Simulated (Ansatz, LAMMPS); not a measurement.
**Amorphous carbon (123 atoms) in motion**

How do the atoms of amorphous carbon (123 atoms) move, and what local order do they keep?

Calculated with Ansatz 0.2.0; Kohn-Sham DFT, revPBE, PAW (set soft_2), plane waves.

## Step 1: The starting structure

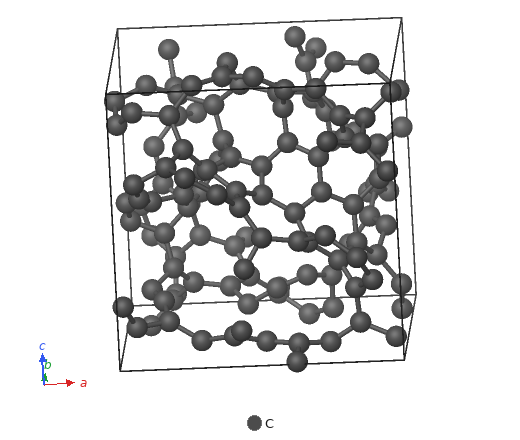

Start, viewed slightly off an axis; carbon dark grey. Some periodic images of atoms are drawn too.

The cell holds 123 atoms: 123 C. Cell: a = 11.143 Å, b = 11.143 Å, c = 11.143 Å, α = 90.0°, β = 90.0°, γ = 90.0°. 123 atoms (123 C) placed at random at 1.77 g/cm³, melted at 6000 K for 10 ps at fixed volume with the LCBOP (Los and Fasolino, Phys. Rev. B 68, 024107 (2003)). Quenched from 6000 K to 500 K at 120 K/ps and fixed volume, held 5 ps, then minimised at fixed cell.

Before any run, some limits are plain. The quench rate of 120 K/ps is orders of magnitude faster than experiment, which tends to freeze in extra defects. The starting topology of bonds comes from the classical model. Sampling is at Γ alone, for a cell whose shortest periodic width is 11 Å.

## Step 2: Dynamics started at 900 K

A Nosé–Hoover thermostat steers the temperature while disturbing the dynamics little. The time step is 1.0 fs.

The input, input.yaml:

```yaml
crystal:
  lattice:
    - [11.1432, 0.0, 0.0]
    - [0.0, 11.1432, 0.0]
    - [0.0, 0.0, 11.1432]
  atoms:
    - { symbol: C, position: [0.23059, 0.43371, 0.52603] }
    - { symbol: C, position: [0.37198, 0.59794, 0.67732] }
    - { symbol: C, position: [0.45284, 0.0226, 0.34538] }
    - { symbol: C, position: [0.59658, 0.44219, 0.82379] }
    [... 113 atom lines left out ...]
    - { symbol: C, position: [0.06026, 0.13942, 0.1229] }
    - { symbol: C, position: [0.72546, 0.65545, 0.16292] }
    - { symbol: C, position: [0.41512, 0.96937, 0.23867] }
    - { symbol: C, position: [0.16756, 0.81856, 0.07881] }
    - { symbol: C, position: [0.10379, 0.44477, 0.18531] }
    - { symbol: C, position: [0.52805, 0.82251, 0.0665] }
kpoints:
  mp_grid: { grid: [1, 1, 1] }
hamiltonian:
  xc: revpbe
scf:
  occupations: { method: gaussian, width: 0.025 }
output:
  forces: true
  stress: true
md:
  timestep: 1.0
  n_steps: 129
  ensemble: nvt_nose_hoover
  temperature: 900
  initial_velocities: maxwell_boltzmann
  seed: 5718
```

Command:

```sh
$ ansatz run input.yaml --threads 4 --pin off --max-ram 8192MiB --backend cpu --events-out ev --progress --plain --runs-dir out
```

Elapsed: 20 min, on 4 threads of Arm Neoverse V2, shared host; peak memory 1.8 GiB; 77 min of CPU time.

The program notes that the SCF threshold is loose for the stress and it switched symmetry off.

The trajectory, sampled:

```
time (fs)  T (K)  potential (meV/atom)  conserved (meV/atom)
      0.0    900                   0.0                  0.00
      9.0    691                  27.1                  0.20
     17.0    668                  30.4                  0.24
     26.0    783                  16.3                  0.13
     34.0    834                  10.7                  0.15
     43.0    951                  -3.2                  0.09
     52.0    867                   9.0                  0.21
     60.0    965                  -2.5                  0.15
     69.0    959                  -0.4                  0.23
     77.0    977                  -1.7                  0.15
     86.0   1115                 -18.6                  0.04
     95.0   1215                 -30.7                  0.12
    103.0   1205                 -29.6                  0.07
    112.0   1118                 -19.4                  0.03
    120.0   1064                 -13.5                  0.13
    129.0   1172                 -29.3                  0.06
```

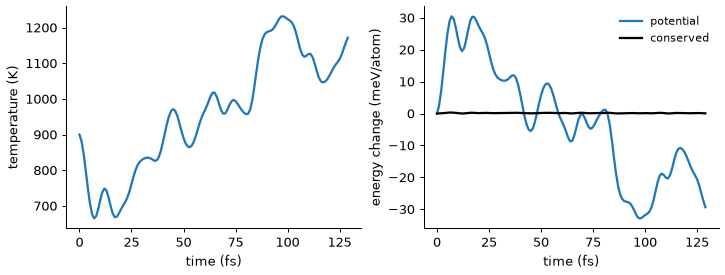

Temperature and energies against time.

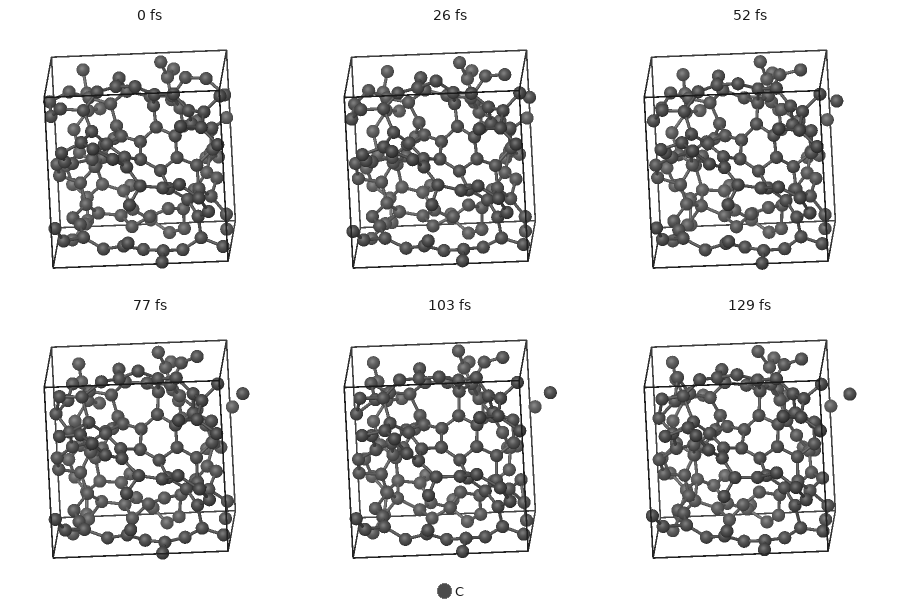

6 frames of the run. Bonds to atoms that aren't drawn are left out.

Mean square displacement from the first frame to the last: C 0.30 Å².

Mean square displacement against time lag:

```
time lag (fs)  mean square displacement (Å²)
          1.0                         2.0e-4
          3.0                        0.00176
          9.0                         0.0138
         11.0                         0.0193
         17.0                         0.0364
         19.0                         0.0420
         22.0                         0.0502
         27.0                         0.0642
         30.0                         0.0728
         35.0                         0.0871
         38.0                         0.0954
         43.0                          0.108
         46.0                          0.115
         49.0                          0.122
         54.0                          0.132
         57.0                          0.139
         62.0                          0.151
         65.0                          0.159
```

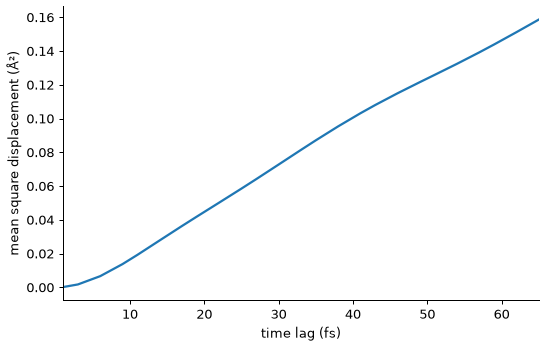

Mean square displacement, plotted against time lag.

Over the second half of 129 fs the temperature averages 1094 K with swings of 89 K r.m.s. The conserved energy stays within 0.30 meV/atom. The atoms reach a mean square displacement of 0.30 Å² at the end; the farthest move is 1.94 Å. The mean temperature of 1094 K lies well off the 900 K of the input, so the thermostat hasn't yet brought the run to equilibrium. The count of bonds goes from 179 in the first frame to 184 in the last, by one set of cutoffs: 3 pairs passed out of them and 8 came within. The run spans 0.13 ps, too short for its means to be equilibrium values.

## Step 3: Local order late in the run

The g(r) is a mean over the second half; what follows it is taken at the last frame.

Density 1.77 g/cm³, 11.25 Å³ an atom.

Mean of 14 frames. Pair distribution function in bins of 0.2 Å:

```
r (Å)  total
 1.20   0.19
 1.40   4.19
 1.60   1.72
 1.80   0.09
 2.00   0.05
 2.20   0.27
 2.40   1.65
 2.60   1.78
 2.80   0.97
 3.00   0.66
 3.20   0.69
 3.40   0.74
 3.60   1.04
 3.80   1.15
 4.00   0.96
 4.20   0.90
 4.40   0.91
 4.60   1.02
 4.80   1.07
 5.00   1.06
 5.20   1.00
 5.40   0.96
```

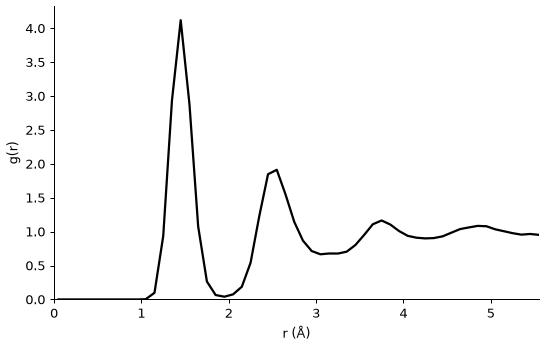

Pair distribution functions, lightly smoothed.

Bonds by pair of elements; cutoffs follow the first minimum of g(r), held within bounds set by covalent radii, and pairs that aren't listed don't count as bonded:

```
pair A-B  cutoff (Å)  bonds  mean length (Å)  spread (Å)  shortest (Å)  B about A  A about B
     C-C        1.85    184             1.48       0.103          1.23       2.99       2.99
```

How many atoms have how many bonded neighbours:

```
element  mean   2   3   4
      C  2.99  14  96  13
```

Bond angles, per cent of each kind in bins of 5°:

```
angle (°)  C-C-C
    45–50    0.5
    50–55    0.3
    55–60    0.5
    60–65    1.1
    65–70    0.5
    70–75    0.5
    75–80    0.3
    80–85    0.3
    85–90    0.5
    90–95    1.3
   95–100    2.9
  100–105    4.0
  105–110    8.9
  110–115   15.5
  115–120   18.9
  120–125   17.9
  125–130    8.9
  130–135    5.5
  135–140    5.8
  140–145    1.6
  145–150    0.8
  150–155    0.5
  155–160    0.5
  160–165    0.3
  165–170    1.3
  170–175    0.8
```

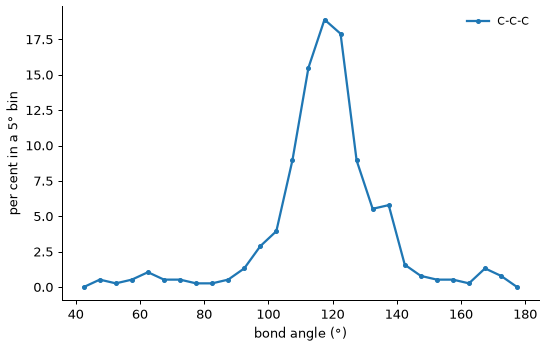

Distributions of the most common bond angles.

Bond angles (no mean is given where the spread exceeds 20°):

```
angle  count  mean (°)  spread (°)
C-C-C    380       118        17.4
```

Bond length by coordination (bonds to H left out):

```
element  coordination  atoms  mean bond length (Å)
      C             2     14                  1.35
      C             3     96                  1.47
      C             4     13                  1.59
```

Rings of the network by King's shortest-path rule, up to 12 atoms, one path for each pair of neighbours; H, halogens, alkali and alkaline-earth atoms are left out, and the last column divides by all other atoms, bonded or not:

```
ring size (atoms)  rings  per network atom
                3      4             0.033
                4      2             0.016
                5      5             0.041
                6     18             0.146
                7     17             0.138
                8      7             0.057
                9     11             0.089
               10     12             0.098
               11      9             0.073
               12      6             0.049
```

By these cutoffs 78 % of C atoms have 3 bonded neighbours. The C-C-C angle averages 118° with a spread of 17°. Read as hybridisation, 11 % of the carbon is sp3 and 78 % sp2. Bonds at C atoms with 2 neighbours average 1.35 Å, against 1.59 Å at those with 4. Rings of 6 atoms are the most common (20 % of those counted); sizes run from 3 to 12, where the search stops.

## Step 4: Single point at the last frame

The last frame is solved once more, with the analyses that the dynamics left out.

The input, input.yaml:

```yaml
crystal:
  lattice:
    - [11.1432, 0.0, 0.0]
    - [0.0, 11.1432, 0.0]
    - [0.0, 0.0, 11.1432]
  atoms:
    - { symbol: C, position: [0.23983, 0.4747, 0.54184] }
    - { symbol: C, position: [0.3912, 0.63953, 0.66947] }
    - { symbol: C, position: [0.42256, 0.01616, 0.34059] }
    - { symbol: C, position: [0.63313, 0.49105, 0.83699] }
    [... 113 atom lines left out ...]
    - { symbol: C, position: [0.05955, 0.13359, 0.15139] }
    - { symbol: C, position: [0.70502, 0.66492, 0.18478] }
    - { symbol: C, position: [0.3831, 0.97727, 0.23643] }
    - { symbol: C, position: [0.11768, 0.82708, 0.05887] }
    - { symbol: C, position: [0.1327, 0.43489, 0.17186] }
    - { symbol: C, position: [0.50735, 0.842, 0.06682] }
kpoints:
  mp_grid: { grid: [1, 1, 1] }
hamiltonian:
  xc: revpbe
scf:
  occupations: { method: gaussian, width: 0.025 }
output:
  forces: true
  stress: true
  populations: true
  dos:
    method: { smearing: { sigma: 0.1 } }
    de: 0.1
    projected: { site_lists: { C: [C] } }
  eigenvalues: true
  write_density: true
  write_potential: true
  volumetric_format: npy
```

Elapsed: 27 s, on 4 threads; peak memory 1.6 GiB; 1.7 min of CPU time.

The program notes that the exchange-correlation potential is rough where the density is thin.

Numbers from this run:

```yaml
free_energy: -30865.4075 eV
free_energy_per_atom: -250.9383 eV/atom
scf_cycles: 17
pressure: -4.417 GPa
r_m_s_force_component: 1.614 eV/Å
longest_force: 7.072 eV/Å
fermi_energy: 4.46 eV
levels_partly_filled_by_over_2_per_cent: 2
spilling_of_the_projection: 0.009894
```

Neighbours are counted within 1.85 Å (C-C), the cutoffs taken from the dynamics.

Length of the force by element and coordination:

```
element  coordination  atoms  mean length of the force (eV/Å)  spread  least  most
      C           all    123                             2.49    1.27  0.365  7.07
      C             2     14                             2.36    1.66  0.372  6.48
      C             3     96                             2.38    1.09  0.365  5.86
      C             4     13                             3.49    1.51   1.55  7.07
```

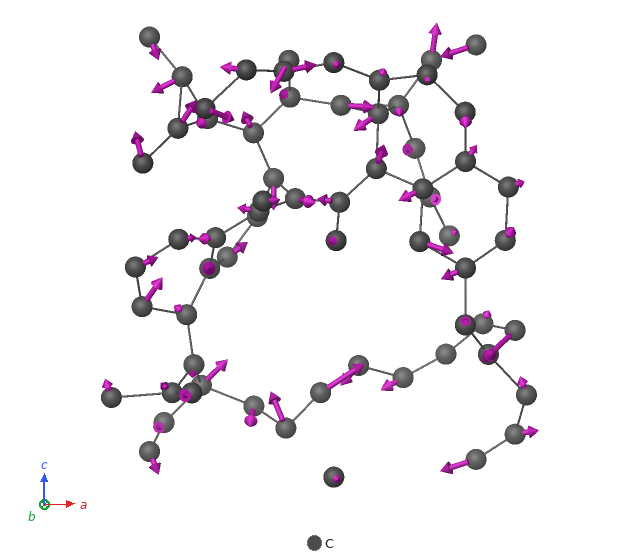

Forces as arrows; the longest in the cell is 7.07 eV/Å. Drawn is a slice 4 Å thick, seen along the normal of the ac plane. Bonds to atoms that aren't drawn are left out.

The mean of these charges, 0.040 e, is only the charge that the projection spills.

Löwdin charges by element and coordination (they lack the spilled electrons, 0.040 e an atom on average):

```
element  coordination  atoms  mean charge (e)  spread    least    most
      C           all    123           0.0396  0.0295  -0.0635   0.120
      C             2     14           0.0522  0.0493  -0.0635   0.120
      C             3     96           0.0365  0.0254  -0.0372  0.0926
      C             4     13           0.0489  0.0229   0.0073  0.0851
```

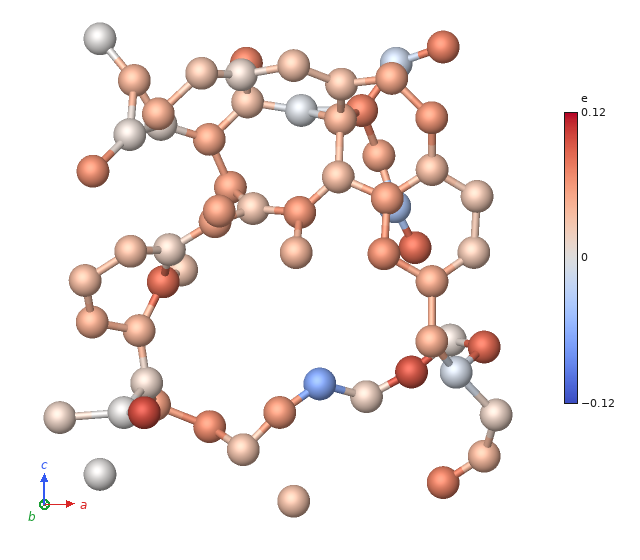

Atoms coloured by Löwdin charge. Drawn is a slice 4 Å thick, seen along the normal of the ac plane. Bonds to atoms that aren't drawn are left out.

Density of states as counts of states in windows of 1 eV (from the Fermi level), total and the larger projections:

```
from (eV)  to (eV)  total   C p  C s
      -10       -9   21.2  16.8  4.2
       -9       -8   33.2  28.7  4.1
       -8       -7   39.6  36.0  3.2
       -7       -6   36.5  34.0  2.1
       -6       -5   32.6  30.7  1.6
       -5       -4   32.5  30.6  1.6
       -4       -3   32.8  31.2  1.4
       -3       -2   32.0  30.5  1.3
       -2       -1   29.0  27.5  1.3
       -1        0   20.8  19.6  1.0
        0        1   16.9  15.8  0.9
        1        2   22.7  20.7  1.5
        2        3   25.2  22.5  1.8
        3        4   27.0  23.2  2.4
        4        5   24.9  19.1  3.1
```

Between -20 and -10 eV lie 181 more states.

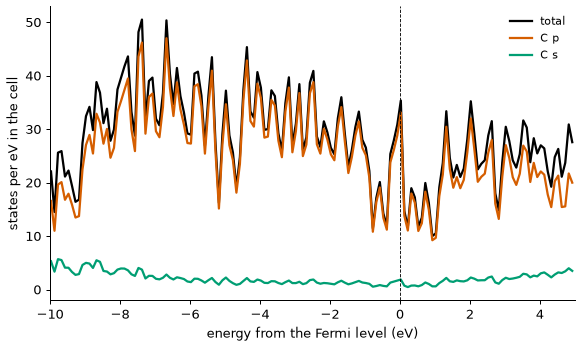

Total and projected density of states, with the broadening of the input.

The levels nearest the highest filled one (over half full), pooled over k-points and spins:

```
level less the highest filled one (eV)  occupation
                                -0.442           2
                                -0.250           2
                                -0.210           2
                                -0.167           2
                               -0.0313        2.00
                                     0        1.72
                                0.0383        0.28
                                0.0748       0.002
                                 0.296           0
                                 0.385           0
                                 0.500           0
                                 0.693           0
```

Löwdin charges run from -0.06 to +0.12 e, about a mean that is the spilled charge alone. Within 0.4 eV of the Fermi level the largest share is C p (95 % of the projected weight).

## Step 5: Summary of results

```yaml
mean_temperature_second_half: 1094 K
temperature_swing_second_half: 89.3 K
mean_pressure_second_half: -2.017 GPa
slope_of_the_conserved_energy_against_time_by_least_squares: -0.3866 meV/atom/ps
free_energy_per_atom: -250.9383 eV/atom
pressure: -4.417 GPa
r_m_s_force_component: 1.614 eV/Å
wall_time_of_the_2_dft_runs: 21 min
```

What this shows: Over the second half of 129 fs the temperature averages 1094 K with swings of 89 K r.m.s. The conserved energy stays within 0.30 meV/atom. The mean temperature of 1094 K lies well off the 900 K of the input, so the thermostat hasn't yet brought the run to equilibrium. The count of bonds goes from 179 in the first frame to 184 in the last, by one set of cutoffs: 3 pairs passed out of them and 8 came within. The run spans 0.13 ps, too short for its means to be equilibrium values. Counting bonds as in the table, 78 % of C atoms have 3 bonded neighbours. Read as hybridisation, 11 % of the carbon is sp3 and 78 % sp2.

Counting bands leaves a spacing of only 0.038 eV (at Γ alone), which the smearing bridges: 2 levels are partly filled by over 2 %, so a gap, if any, is small at this level.

Caveats: The network of bonds at the start is that of the classical potential that made the cell; in DFT 3 of its 179 bonded pairs passed out of the cutoffs and 8 came within them. The stress is far from hydrostatic: its diagonal is -0.8, -4.2, -8.3 GPa, compression counted positive. The pressure of -4.4 GPa is that of one thermal frame at a volume set beforehand, without the kinetic term.

[Logs are printed without paths, hosts, clocks, repeated set-up lines and the standing remarks that a program may print on its own settings, such as how far it seeks lower states.]

[Hosts, paths, dates, database ids (printed as entryN), source tags and the programs' standing remarks are cut or masked in the printed files.]
